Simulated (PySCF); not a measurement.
# CH₃FOSi: NMR shifts at several levels of theory, part 1 of 2

How much do the NMR shifts of CH₃FOSi (`O=C[SiH2]F`) depend on the level of theory, and what does each level cost?

Computed with PySCF 2.14.0, with density-fitted response routines of our own, on a single molecule in the gas phase. Atoms count from 0, in the outputs and in this text.

## (1) The starting structure

7 atoms, charge 0, multiplicity 1; geometry from: GFN2-xTB. The atoms were then displaced at random by about 0.01 Å, so the start is not that level's minimum.

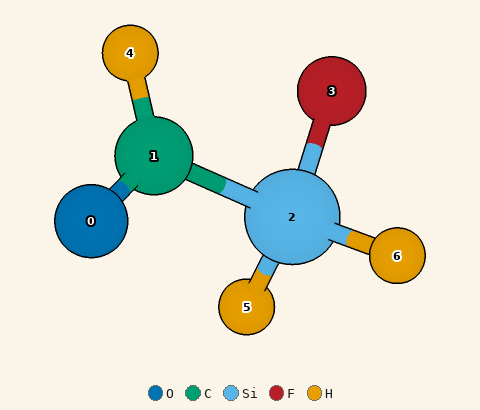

The starting geometry (oxygen blue, carbon teal, silicon blue, fluorine red, hydrogen amber), atoms numbered; sticks join atoms by distance.

## (2) Relaxing the molecule at PBE0-D3(BJ)/def2-SVP

Job settings and geometry (Å):

```
{"job": {"xc": "PBE0", "basis": "def2-SVP", "d3": "d3bj", "grid": 1, "shake": 0.01, "kind": "geom"}, "charge": 0, "multiplicity": 1}
O      1.949650    -0.843140    -0.209700
C      1.114400     0.068370    -0.172500
Si    -0.780750    -0.167670     0.110660
F     -1.297380     1.342640     0.068620
H      1.462950     1.116650    -0.316400
H     -1.039940    -0.665870     1.449000
H     -1.374990    -0.880080    -0.979610
```

The run is started by

```bash
$ OMP_NUM_THREADS=1 python probes_run.py task.json out
```

This one command runs all jobs of the session in turn.

Log:

```text
step   0  E = -503.88373205  max force = 0.040717
step   1  E = -503.88925222  max force = 0.009053
step   2  E = -503.88928986  max force = 0.005987
step   3  E = -503.88952153  max force = 0.001562
step   4  E = -503.88957679  max force = 0.000596
step   5  E = -503.88958769  max force = 0.000607
step   6  E = -503.88959718  max force = 0.000307
optimisation converged
```

Run time: 19 s. Hardware: 1 thread of Arm Neoverse N1, shared host; peak memory 0.32 GiB.

Relaxation path:

```csv
step,energy from step 0 (eV),largest force component (eV/Å)
0,0.0000,2.0938
1,-0.1502,0.4655
2,-0.1512,0.3079
3,-0.1575,0.0803
4,-0.1590,0.0306
5,-0.1593,0.0312
6,-0.1596,0.0158
```

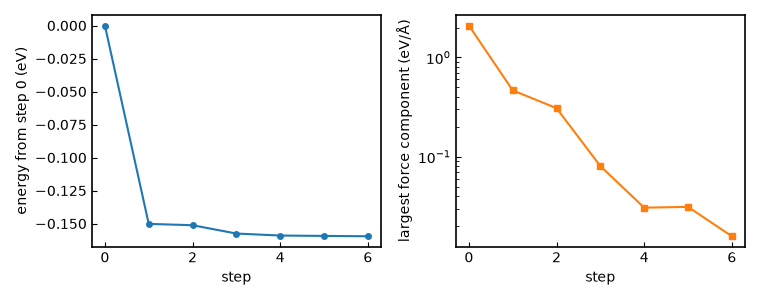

Energy and largest force along the relaxation.

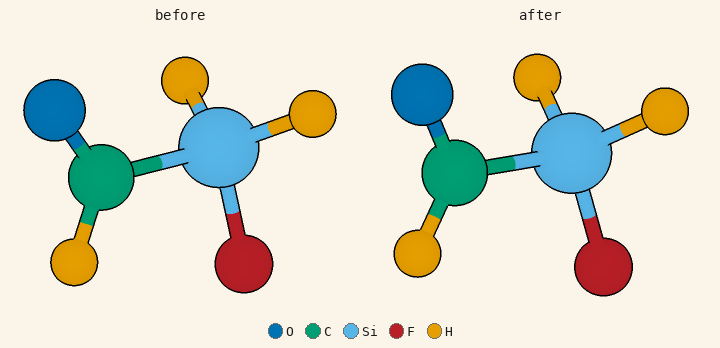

The geometry before (left) and after (right).

Distances of close pairs at the start and the end, largest changes first:

```csv
bond,before (Å),after (Å),change (Å)
Si2–H6,1.432,1.487,+0.055
Si2–H5,1.451,1.487,+0.036
O0–C1,1.237,1.207,-0.030
Si2–F3,1.597,1.626,+0.029
C1–H4,1.114,1.125,+0.011
C1–Si2,1.931,1.920,-0.010
```

The final coordinates are the input of the step that follows.

```csv
at the end point,value
point group (found at 0.08 Å tolerance),Cs
"rotational constants (GHz, main isotopes)","20.677, 3.109, 2.793"
dipole moment (D),0.73
```

## (3) Nuclear shieldings: PBE0/pcSseg-2

Job settings and geometry (Å):

```
{"job": {"kind": "nmr", "xc": "PBE0", "basis": "pcSseg-2", "pop": false}, "charge": 0, "multiplicity": 1}
O      1.759133    -0.980617    -0.158308
C      1.139680     0.055522    -0.166402
Si    -0.759079    -0.051576     0.100883
F     -1.411034     1.437374     0.053142
H      1.664636     1.038081    -0.324838
H     -1.014050    -0.654177     1.436251
H     -1.345187    -0.873877    -0.990555
```

With the program's defaults for keys left out, this is: GIAO PBE0/pcSseg-2 NMR shielding, non-relativistic, gas phase.

Log:

```text
coarse grid: 6744 points
cycle   1  E = -504.1151215254  dE =  3.272e-01  |g| = 8.848e-01  |ddm| = 1.928e+00
cycle   2  E = -503.5873807650  dE =  5.277e-01  |g| = 1.879e+00  |ddm| = 1.537e+00
cycle   3  E = -504.2522245293  dE = -6.648e-01  |g| = 1.840e-01  |ddm| = 1.209e+00
cycle   4  E = -504.2566194858  dE = -4.395e-03  |g| = 1.014e-01  |ddm| = 1.252e-01
cycle   5  E = -504.2581938410  dE = -1.574e-03  |g| = 1.194e-02  |ddm| = 4.685e-02
cycle   6  E = -504.2582175117  dE = -2.367e-05  |g| = 4.040e-03  |ddm| = 7.532e-03
cycle   7  E = -504.2582210311  dE = -3.519e-06  |g| = 1.110e-03  |ddm| = 3.669e-03
final grid: 62064 points
cycle   8  E = -504.2575942962  dE = -2.238e-05  |g| = 9.451e-03  |ddm| = 1.740e-02
cycle   9  E = -504.2575371479  dE =  5.715e-05  |g| = 1.993e-02  |ddm| = 1.213e-02
cycle  10  E = -504.2576102371  dE = -7.309e-05  |g| = 8.876e-04  |ddm| = 9.095e-03
cycle  11  E = -504.2576104001  dE = -1.629e-07  |g| = 2.063e-04  |ddm| = 7.426e-04
cycle  12  E = -504.2576104075  dE = -7.451e-09  |g| = 6.714e-05  |ddm| = 1.322e-04
cycle  13  E = -504.2576104081  dE = -5.745e-10  |g| = 2.628e-05  |ddm| = 4.523e-05
converged SCF energy = -504.2576104081

GIAO shielding tensors (ppm)
atom      isotropic    diamagn.    paramagn.     s11        s22        s33       span
  0 O     -603.143     392.241    -995.384  -1683.887   -564.085    438.542   2122.430
  1 C      -70.976     250.759    -321.735   -198.140   -101.629     86.840    284.980
  2 Si     381.112     875.976    -494.864    306.831    366.455    470.050    163.219
  3 F      395.310     467.120     -71.810    375.674    402.735    407.521     31.847
  4 H       18.823      27.860      -9.037     12.553     20.809     23.108     10.555
  5 H       26.432      28.422      -1.990     23.474     25.610     30.212      6.738
  6 H       26.433      28.417      -1.983     23.472     25.609     30.219      6.748
```

Wall time 21 s (1 thread of Arm Neoverse N1, shared host); peak memory 0.87 GiB.

The references, computed at this level on geometries of the same kind, shield at (ppm): 1H TMS 31.25, 13C TMS 184.1, 29Si TMS 341.3, 19F CFCl3 175.8, 17O H2O 328.2. Their shielding less the atom's gives the shift. The references are single molecules in the gas phase, so shifts against H2O, NH3, PH3, H3PO4 or CFCl3 are not on the usual liquid scales and can be off by tens of ppm. Atoms listed in one row are averaged.

```csv
atoms,environment,σ (ppm),δ (ppm)
C1,carbonyl carbon,-71.0,255.1
H4,hydrogen on a carbonyl carbon,18.82,12.42
"H5, H6","hydrogen on a silicon bonded to C, F",26.43,4.81
O0,carbonyl oxygen,-603.1,931.3
Si2,"silicon bonded to C, F, 2 H",381.1,-39.8
F3,fluorine bonded to Si,395.3,-219.5
```

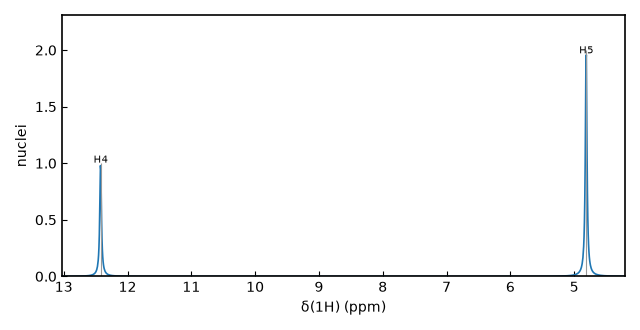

1H lines at the computed shifts, without couplings. Lines are broadened to a width of 0.03 ppm (Lorentzian).

## (4) Shielding tensors: mPW1PW91/pcSseg-2

The job, as its differences from that of step 3:

```diff
@@ -1,2 +1,2 @@
-{"job": {"kind": "nmr", "xc": "PBE0", "basis": "pcSseg-2", "pop": false}, "charge": 0, "multiplicity": 1}
+{"job": {"kind": "nmr", "xc": "mPW1PW91", "basis": "pcSseg-2", "pop": false}, "charge": 0, "multiplicity": 1}
 O      1.759133    -0.980617    -0.158308
```

Method: GIAO mPW1PW91/pcSseg-2 NMR shielding, non-relativistic, gas phase.

Log:

```text
coarse grid: 6744 points
cycle   1  E = -504.4110359066  dE =  3.307e-01  |g| = 9.081e-01  |ddm| = 1.925e+00
cycle   2  E = -503.8579873671  dE =  5.530e-01  |g| = 1.922e+00  |ddm| = 1.583e+00
cycle   3  E = -504.5544473026  dE = -6.965e-01  |g| = 1.891e-01  |ddm| = 1.256e+00
cycle   4  E = -504.5590802010  dE = -4.633e-03  |g| = 1.062e-01  |ddm| = 1.298e-01
cycle   5  E = -504.5607982285  dE = -1.718e-03  |g| = 1.233e-02  |ddm| = 4.810e-02
cycle   6  E = -504.5608243136  dE = -2.609e-05  |g| = 4.210e-03  |ddm| = 7.822e-03
cycle   7  E = -504.5608281556  dE = -3.842e-06  |g| = 1.130e-03  |ddm| = 3.829e-03
final grid: 62064 points
cycle   8  E = -504.5592887803  dE = -2.376e-05  |g| = 6.470e-03  |ddm| = 1.758e-02
cycle   9  E = -504.5592629543  dE =  2.583e-05  |g| = 1.347e-02  |ddm| = 8.021e-03
cycle  10  E = -504.5592962895  dE = -3.334e-05  |g| = 7.538e-04  |ddm| = 6.128e-03
cycle  11  E = -504.5592964052  dE = -1.157e-07  |g| = 1.681e-04  |ddm| = 6.038e-04
cycle  12  E = -504.5592964093  dE = -4.085e-09  |g| = 7.580e-05  |ddm| = 1.076e-04
cycle  13  E = -504.5592964102  dE = -8.927e-10  |g| = 1.464e-05  |ddm| = 4.588e-05
converged SCF energy = -504.5592964102

GIAO shielding tensors (ppm)
atom      isotropic    diamagn.    paramagn.     s11        s22        s33       span
  0 O     -600.940     392.306    -993.246  -1674.272   -566.450    437.904   2112.175
  1 C      -70.924     250.869    -321.793   -197.390   -101.927     86.546    283.935
  2 Si     380.491     876.112    -495.621    307.256    366.158    468.059    160.803
  3 F      394.981     467.231     -72.250    375.228    402.060    407.656     32.428
  4 H       18.932      27.856      -8.924     12.718     20.899     23.180     10.461
  5 H       26.508      28.506      -1.998     23.560     25.676     30.287      6.727
  6 H       26.509      28.500      -1.991     23.558     25.676     30.294      6.737
```

It took 20 s on 1 thread of Arm Neoverse N1, shared host; peak memory 0.88 GiB.

In short: δ C1 254.4, O0 928.0, Si2 -40.5, F3 -217.8, H4 12.36, H5 4.78 ppm (means over like atoms).

## (5) Nuclear shieldings: WP04/pcSseg-2

The job, as its differences from that of step 4:

```diff
@@ -1,2 +1,2 @@
-{"job": {"kind": "nmr", "xc": "mPW1PW91", "basis": "pcSseg-2", "pop": false}, "charge": 0, "multiplicity": 1}
+{"job": {"kind": "nmr", "xc": "WP04", "basis": "pcSseg-2", "pop": false}, "charge": 0, "multiplicity": 1}
 O      1.759133    -0.980617    -0.158308
```

With the program's defaults for keys left out, this is: GIAO WP04/pcSseg-2 NMR shielding, non-relativistic, gas phase.

Log:

```text
coarse grid: 6744 points
cycle   1  E = -511.6458476564  dE =  4.031e-01  |g| = 1.319e+00  |ddm| = 1.925e+00
cycle   2  E = -510.0720076053  dE =  1.574e+00  |g| = 3.002e+00  |ddm| = 2.773e+00
cycle   3  E = -511.8970354058  dE = -1.825e+00  |g| = 4.226e-01  |ddm| = 2.498e+00
cycle   4  E = -511.9204643289  dE = -2.343e-02  |g| = 2.808e-01  |ddm| = 3.073e-01
cycle   5  E = -511.9327384720  dE = -1.227e-02  |g| = 3.327e-02  |ddm| = 1.124e-01
cycle   6  E = -511.9329311913  dE = -1.927e-04  |g| = 1.204e-02  |ddm| = 2.316e-02
cycle   7  E = -511.9329631727  dE = -3.198e-05  |g| = 3.181e-03  |ddm| = 9.690e-03
cycle   8  E = -511.9329650209  dE = -1.848e-06  |g| = 5.798e-04  |ddm| = 1.806e-03
final grid: 62064 points
cycle   9  E = -511.9304452262  dE = -4.101e-05  |g| = 5.186e-03  |ddm| = 2.071e-02
cycle  10  E = -511.9304228145  dE =  2.241e-05  |g| = 1.200e-02  |ddm| = 6.821e-03
cycle  11  E = -511.9304497040  dE = -2.689e-05  |g| = 1.152e-03  |ddm| = 5.374e-03
cycle  12  E = -511.9304499353  dE = -2.313e-07  |g| = 2.367e-04  |ddm| = 8.666e-04
cycle  13  E = -511.9304499484  dE = -1.314e-08  |g| = 6.742e-05  |ddm| = 2.135e-04
cycle  14  E = -511.9304499492  dE = -7.624e-10  |g| = 2.072e-05  |ddm| = 5.317e-05
converged SCF energy = -511.9304499492

GIAO shielding tensors (ppm)
atom      isotropic    diamagn.    paramagn.     s11        s22        s33       span
  0 O     -536.708     392.772    -929.480  -1478.227   -553.209    421.312   1899.539
  1 C      -77.809     251.704    -329.513   -201.781   -109.136     77.491    279.272
  2 Si     378.688     877.897    -499.209    317.211    371.466    447.387    130.176
  3 F      391.953     470.794     -78.840    369.888    392.389    413.583     43.695
  4 H       19.997      28.255      -8.258     14.477     21.681     23.835      9.358
  5 H       27.381      29.182      -1.801     24.529     26.467     31.148      6.619
  6 H       27.383      29.175      -1.791     24.527     26.468     31.154      6.627
```

Wall time 21 s (1 thread of Arm Neoverse N1, shared host); peak memory 0.88 GiB.

Key values: δ C1 249.9, O0 850.8, Si2 -50.7, F3 -214.6, H4 11.61, H5 4.23 ppm (means over like atoms).

## (6) Shielding tensors: B97-2/pcSseg-2

The job, as its differences from that of step 5:

```diff
@@ -1,2 +1,2 @@
-{"job": {"kind": "nmr", "xc": "WP04", "basis": "pcSseg-2", "pop": false}, "charge": 0, "multiplicity": 1}
+{"job": {"kind": "nmr", "xc": "B97-2", "basis": "pcSseg-2", "pop": false}, "charge": 0, "multiplicity": 1}
 O      1.759133    -0.980617    -0.158308
```

Method: GIAO B97-2/pcSseg-2 NMR shielding, non-relativistic, gas phase.

Log:

```text
coarse grid: 6744 points
cycle   1  E = -504.3909191023  dE =  3.340e-01  |g| = 9.296e-01  |ddm| = 1.932e+00
cycle   2  E = -503.7545596301  dE =  6.364e-01  |g| = 2.021e+00  |ddm| = 1.706e+00
cycle   3  E = -504.5398514997  dE = -7.853e-01  |g| = 2.074e-01  |ddm| = 1.381e+00
cycle   4  E = -504.5455603220  dE = -5.709e-03  |g| = 1.178e-01  |ddm| = 1.470e-01
cycle   5  E = -504.5477093703  dE = -2.149e-03  |g| = 1.328e-02  |ddm| = 5.317e-02
cycle   6  E = -504.5477417064  dE = -3.234e-05  |g| = 4.618e-03  |ddm| = 8.776e-03
cycle   7  E = -504.5477466088  dE = -4.902e-06  |g| = 1.033e-03  |ddm| = 4.295e-03
final grid: 62064 points
cycle   8  E = -504.5460075743  dE = -4.106e-05  |g| = 9.466e-03  |ddm| = 1.945e-02
cycle   9  E = -504.5459823309  dE =  2.524e-05  |g| = 1.540e-02  |ddm| = 9.946e-03
cycle  10  E = -504.5460187326  dE = -3.640e-05  |g| = 2.293e-03  |ddm| = 7.435e-03
cycle  11  E = -504.5460195600  dE = -8.274e-07  |g| = 8.918e-04  |ddm| = 1.406e-03
cycle  12  E = -504.5460196881  dE = -1.280e-07  |g| = 4.320e-05  |ddm| = 3.611e-04
cycle  13  E = -504.5460196883  dE = -2.116e-10  |g| = 2.494e-05  |ddm| = 5.128e-05
converged SCF energy = -504.5460196883

GIAO shielding tensors (ppm)
atom      isotropic    diamagn.    paramagn.     s11        s22        s33       span
  0 O     -567.781     392.636    -960.417  -1593.611   -544.324    434.593   2028.204
  1 C      -64.791     251.134    -315.925   -186.532    -94.792     86.950    273.483
  2 Si     389.874     876.250    -486.376    319.343    376.282    473.997    154.654
  3 F      395.496     467.581     -72.086    376.184    401.745    408.557     32.373
  4 H       19.079      27.897      -8.818     13.071     20.960     23.206     10.135
  5 H       26.641      28.668      -2.027     23.708     25.803     30.413      6.705
  6 H       26.643      28.662      -2.019     23.706     25.803     30.420      6.714
```

Wall time 21 s (1 thread of Arm Neoverse N1, shared host); peak memory 0.88 GiB.

This run: δ C1 248.3, O0 894.0, Si2 -42.3, F3 -218.1, H4 12.28, H5 4.72 ppm (means over like atoms).

## (7) Shielding tensors: BHandHLYP/pcSseg-2

The job, as its differences from that of step 6:

```diff
@@ -1,2 +1,2 @@
-{"job": {"kind": "nmr", "xc": "B97-2", "basis": "pcSseg-2", "pop": false}, "charge": 0, "multiplicity": 1}
+{"job": {"kind": "nmr", "xc": "BHandHLYP", "basis": "pcSseg-2", "pop": false}, "charge": 0, "multiplicity": 1}
 O      1.759133    -0.980617    -0.158308
```

Method: GIAO BHandHLYP/pcSseg-2 NMR shielding, non-relativistic, gas phase.

Log:

```text
coarse grid: 6744 points
cycle   1  E = -504.3586064640  dE =  3.032e-01  |g| = 8.851e-01  |ddm| = 1.896e+00
cycle   2  E = -504.1557351228  dE =  2.029e-01  |g| = 1.409e+00  |ddm| = 1.091e+00
cycle   3  E = -504.5073097089  dE = -3.516e-01  |g| = 1.084e-01  |ddm| = 7.465e-01
cycle   4  E = -504.5087217581  dE = -1.412e-03  |g| = 7.031e-02  |ddm| = 7.313e-02
cycle   5  E = -504.5094958991  dE = -7.741e-04  |g| = 7.906e-03  |ddm| = 3.676e-02
cycle   6  E = -504.5095125540  dE = -1.665e-05  |g| = 2.744e-03  |ddm| = 7.918e-03
cycle   7  E = -504.5095151688  dE = -2.615e-06  |g| = 7.422e-04  |ddm| = 3.958e-03
final grid: 62064 points
cycle   8  E = -504.5084423781  dE = -9.854e-06  |g| = 1.548e-03  |ddm| = 9.598e-03
cycle   9  E = -504.5084422143  dE =  1.638e-07  |g| = 1.886e-03  |ddm| = 1.420e-03
cycle  10  E = -504.5084428128  dE = -5.985e-07  |g| = 2.757e-04  |ddm| = 8.784e-04
cycle  11  E = -504.5084428254  dE = -1.257e-08  |g| = 1.396e-04  |ddm| = 1.714e-04
cycle  12  E = -504.5084428289  dE = -3.558e-09  |g| = 3.568e-05  |ddm| = 1.138e-04
cycle  13  E = -504.5084428292  dE = -2.616e-10  |g| = 1.334e-05  |ddm| = 2.990e-05
converged SCF energy = -504.5084428292

GIAO shielding tensors (ppm)
atom      isotropic    diamagn.    paramagn.     s11        s22        s33       span
  0 O     -606.237     392.169    -998.406  -1672.690   -590.137    444.117   2116.807
  1 C      -68.140     250.316    -318.456   -195.142   -102.520     93.242    288.384
  2 Si     390.011     874.547    -484.536    322.859    378.933    468.241    145.382
  3 F      399.953     468.120     -68.167    380.286    405.094    414.479     34.193
  4 H       19.486      28.142      -8.656     13.628     21.268     23.560      9.932
  5 H       26.853      28.476      -1.623     23.883     25.997     30.679      6.796
  6 H       26.855      28.471      -1.616     23.881     25.997     30.686      6.805
```

It took 21 s on 1 thread of Arm Neoverse N1, shared host; peak memory 0.88 GiB.

This run: δ C1 252.4, O0 932.9, Si2 -44.3, F3 -197.9, H4 11.96, H5 4.60 ppm (means over like atoms).

## (8) Nuclear shieldings: CAM-B3LYP/pcSseg-2

The job, as its differences from that of step 7:

```diff
@@ -1,2 +1,2 @@
-{"job": {"kind": "nmr", "xc": "BHandHLYP", "basis": "pcSseg-2", "pop": false}, "charge": 0, "multiplicity": 1}
+{"job": {"kind": "nmr", "xc": "CAM-B3LYP", "basis": "pcSseg-2", "pop": false}, "charge": 0, "multiplicity": 1}
 O      1.759133    -0.980617    -0.158308
```

Level: GIAO CAM-B3LYP/pcSseg-2 NMR shielding, non-relativistic, gas phase.

Log:

```text
coarse grid: 6744 points
cycle   1  E = -504.3824146935  dE =  3.146e-01  |g| = 9.557e-01  |ddm| = 1.898e+00
cycle   2  E = -504.0627321637  dE =  3.197e-01  |g| = 1.676e+00  |ddm| = 1.261e+00
cycle   3  E = -504.5506158102  dE = -4.879e-01  |g| = 1.172e-01  |ddm| = 8.748e-01
cycle   4  E = -504.5519147886  dE = -1.299e-03  |g| = 8.356e-02  |ddm| = 7.833e-02
cycle   5  E = -504.5529600118  dE = -1.045e-03  |g| = 1.015e-02  |ddm| = 3.980e-02
cycle   6  E = -504.5529814056  dE = -2.139e-05  |g| = 3.156e-03  |ddm| = 8.507e-03
cycle   7  E = -504.5529841699  dE = -2.764e-06  |g| = 9.427e-04  |ddm| = 4.220e-03
final grid: 62064 points
cycle   8  E = -504.5512005148  dE = -1.805e-05  |g| = 1.967e-03  |ddm| = 1.212e-02
cycle   9  E = -504.5512001652  dE =  3.496e-07  |g| = 2.447e-03  |ddm| = 1.900e-03
cycle  10  E = -504.5512011916  dE = -1.026e-06  |g| = 4.913e-04  |ddm| = 1.158e-03
cycle  11  E = -504.5512012301  dE = -3.850e-08  |g| = 1.447e-04  |ddm| = 2.643e-04
cycle  12  E = -504.5512012341  dE = -3.955e-09  |g| = 5.253e-05  |ddm| = 1.418e-04
cycle  13  E = -504.5512012345  dE = -4.136e-10  |g| = 1.450e-05  |ddm| = 3.218e-05
converged SCF energy = -504.5512012345

GIAO shielding tensors (ppm)
atom      isotropic    diamagn.    paramagn.     s11        s22        s33       span
  0 O     -606.286     391.778    -998.064  -1692.002   -568.243    441.387   2133.389
  1 C      -76.656     249.987    -326.643   -209.107   -107.505     86.645    295.752
  2 Si     370.828     875.338    -504.510    295.577    357.630    459.277    163.700
  3 F      394.906     467.662     -72.755    374.625    402.404    407.690     33.064
  4 H       19.123      28.201      -9.078     13.013     20.923     23.432     10.420
  5 H       26.610      28.316      -1.706     23.674     25.781     30.376      6.702
  6 H       26.611      28.313      -1.701     23.671     25.780     30.382      6.711
```

Run time: 27 s. Hardware: 1 thread of Arm Neoverse N1, shared host; peak memory 0.92 GiB.

This run: δ C1 259.2, O0 936.0, Si2 -41.9, F3 -208.9, H4 12.21, H5 4.73 ppm (means over like atoms).

## (9) Nuclear shieldings: wB97X-D/pcSseg-2

The job, as its differences from that of step 8:

```diff
@@ -1,2 +1,2 @@
-{"job": {"kind": "nmr", "xc": "CAM-B3LYP", "basis": "pcSseg-2", "pop": false}, "charge": 0, "multiplicity": 1}
+{"job": {"kind": "nmr", "xc": "wB97X-D", "basis": "pcSseg-2", "pop": false}, "charge": 0, "multiplicity": 1}
 O      1.759133    -0.980617    -0.158308
```

Level: GIAO wB97X-D/pcSseg-2 NMR shielding, non-relativistic, gas phase.

Log:

```text
coarse grid: 6744 points
cycle   1  E = -504.3576569307  dE =  3.058e-01  |g| = 9.658e-01  |ddm| = 1.896e+00
cycle   2  E = -504.1281056535  dE =  2.296e-01  |g| = 1.540e+00  |ddm| = 1.138e+00
cycle   3  E = -504.5335932502  dE = -4.055e-01  |g| = 1.028e-01  |ddm| = 7.335e-01
cycle   4  E = -504.5347195931  dE = -1.126e-03  |g| = 7.297e-02  |ddm| = 6.809e-02
cycle   5  E = -504.5355291568  dE = -8.096e-04  |g| = 9.985e-03  |ddm| = 3.684e-02
cycle   6  E = -504.5355574388  dE = -2.828e-05  |g| = 3.031e-03  |ddm| = 1.138e-02
cycle   7  E = -504.5355610049  dE = -3.566e-06  |g| = 8.092e-04  |ddm| = 4.975e-03
final grid: 62064 points
cycle   8  E = -504.5362599317  dE = -7.328e-05  |g| = 7.732e-03  |ddm| = 2.700e-02
cycle   9  E = -504.5362566383  dE =  3.293e-06  |g| = 9.292e-03  |ddm| = 7.784e-03
cycle  10  E = -504.5362684769  dE = -1.184e-05  |g| = 8.523e-04  |ddm| = 3.439e-03
cycle  11  E = -504.5362685643  dE = -8.740e-08  |g| = 4.439e-04  |ddm| = 6.668e-04
cycle  12  E = -504.5362686017  dE = -3.738e-08  |g| = 1.590e-04  |ddm| = 2.500e-04
cycle  13  E = -504.5362686066  dE = -4.830e-09  |g| = 2.421e-05  |ddm| = 1.481e-04
cycle  14  E = -504.5362686070  dE = -4.461e-10  |g| = 9.125e-06  |ddm| = 6.659e-05
converged SCF energy = -504.5362686070

GIAO shielding tensors (ppm)
atom      isotropic    diamagn.    paramagn.     s11        s22        s33       span
  0 O     -606.458     392.119    -998.577  -1692.252   -569.584    442.462   2134.714
  1 C      -71.471     251.099    -322.570   -200.662   -103.374     89.622    290.285
  2 Si     381.026     875.739    -494.713    308.376    366.448    468.254    159.878
  3 F      395.920     466.932     -71.013    375.892    403.275    408.592     32.700
  4 H       19.109      27.950      -8.842     12.897     21.041     23.388     10.491
  5 H       26.606      28.447      -1.841     23.654     25.761     30.403      6.749
  6 H       26.607      28.442      -1.835     23.652     25.760     30.410      6.758
```

It took 27 s on 1 thread of Arm Neoverse N1, shared host; peak memory 0.91 GiB.

This run: δ C1 255.9, O0 933.3, Si2 -40.3, F3 -209.5, H4 12.25, H5 4.75 ppm (means over like atoms).

(Continued in part 2 of 2.)
